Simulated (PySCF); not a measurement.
# C3H10ClFSi2: what the fields show

```json
{"atom": "F", "x (Å)": "3.2705", "y (Å)": "-0.0630", "z (Å)": "1.0885"}
{"atom": "C", "x (Å)": "2.6755", "y (Å)": "0.9404", "z (Å)": "0.3772"}
{"atom": "Cl", "x (Å)": "3.0759", "y (Å)": "0.7106", "z (Å)": "-1.3447"}
{"atom": "Si", "x (Å)": "0.7538", "y (Å)": "0.8991", "z (Å)": "0.5930"}
{"atom": "C", "x (Å)": "0.1950", "y (Å)": "-0.8212", "z (Å)": "0.0308"}
{"atom": "C", "x (Å)": "-1.2853", "y (Å)": "-1.1298", "z (Å)": "0.2668"}
{"atom": "Si", "x (Å)": "-2.4884", "y (Å)": "-0.1471", "z (Å)": "-0.8304"}
{"atom": "H", "x (Å)": "3.1603", "y (Å)": "1.8677", "z (Å)": "0.6897"}
{"atom": "H", "x (Å)": "0.5169", "y (Å)": "1.1299", "z (Å)": "2.0225"}
{"atom": "H", "x (Å)": "0.2629", "y (Å)": "2.0104", "z (Å)": "-0.2207"}
{"atom": "H", "x (Å)": "0.8021", "y (Å)": "-1.5631", "z (Å)": "0.5618"}
{"atom": "H", "x (Å)": "0.4226", "y (Å)": "-0.9501", "z (Å)": "-1.0306"}
{"atom": "H", "x (Å)": "-1.4485", "y (Å)": "-2.1962", "z (Å)": "0.0882"}
{"atom": "H", "x (Å)": "-1.5249", "y (Å)": "-0.9599", "z (Å)": "1.3182"}
{"atom": "H", "x (Å)": "-2.1069", "y (Å)": "-0.3128", "z (Å)": "-2.2341"}
{"atom": "H", "x (Å)": "-3.8394", "y (Å)": "-0.6729", "z (Å)": "-0.6218"}
{"atom": "H", "x (Å)": "-2.4491", "y (Å)": "1.2699", "z (Å)": "-0.4653"}
```

Geometry: GFN2-xTB.

Method: PBE0/pcSseg-1, SCF density, gas phase, non-relativistic in PySCF.

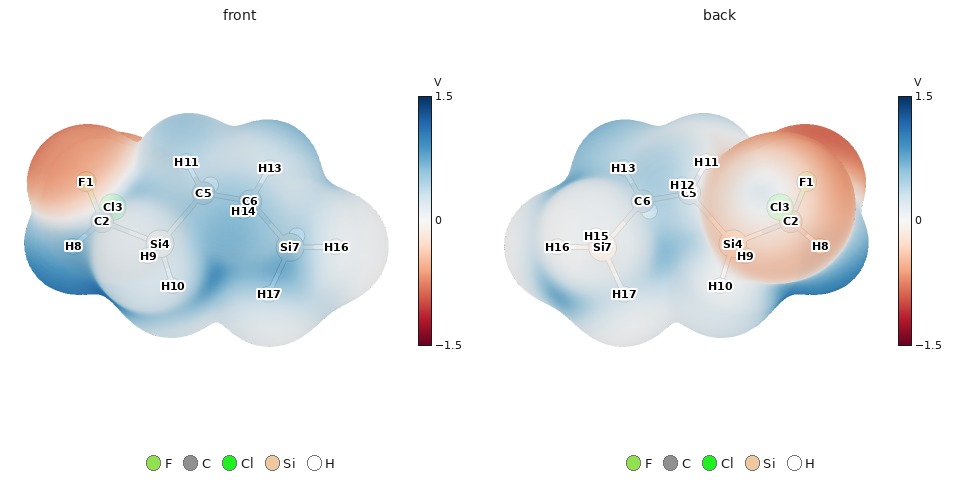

Figure 1. The molecular electrostatic potential painted on the density surface at 0.001 e/bohr³, seen from the front and from behind; red is negative and blue positive.

**Where is the surface potential most negative and most positive?**

The most negative region (about −0.8 V) lies over F1, the most positive (about +1.1 V) over Si4 and H8.

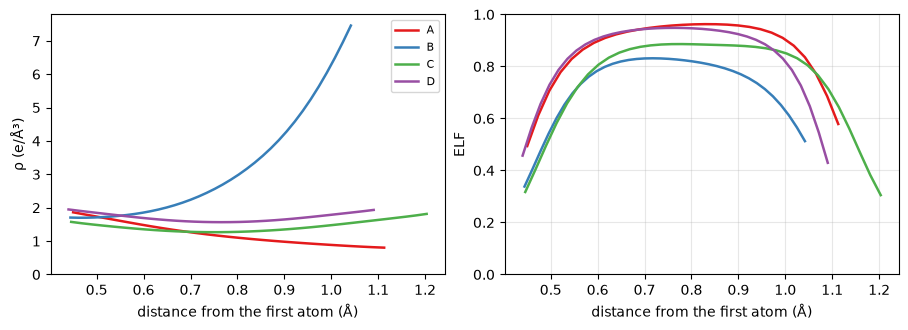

Figure 2. Electron density and ELF along straight lines between neighbouring atoms. The curves leave out the atomic cores.

**Which curve belongs to which contact (C–C, C–Cl, C–F and C–Si)? The first atom named is at distance zero.**

Curve A: C–Si (1.89 Å): ρ is about 0.93 e/Å³ halfway; the ELF peaks at about 0.95 between the atoms (localised, covalent bonding). Curve B: C–F (1.37 Å): ρ is about 2.2 e/Å³ halfway, with its minimum of 1.7 e/Å³ about 0.5 Å from C; the ELF peaks at about 0.85 between the atoms: a shared but strongly polarised pair. Curve C: C–Cl (1.78 Å): ρ is about 1.3 e/Å³ halfway; the ELF peaks at about 0.90 between the atoms (a shared electron pair). Curve D: C–C (1.53 Å): the density is about 1.6 e/Å³ at the midpoint; the ELF peaks at about 0.95 between the atoms (a shared electron pair).
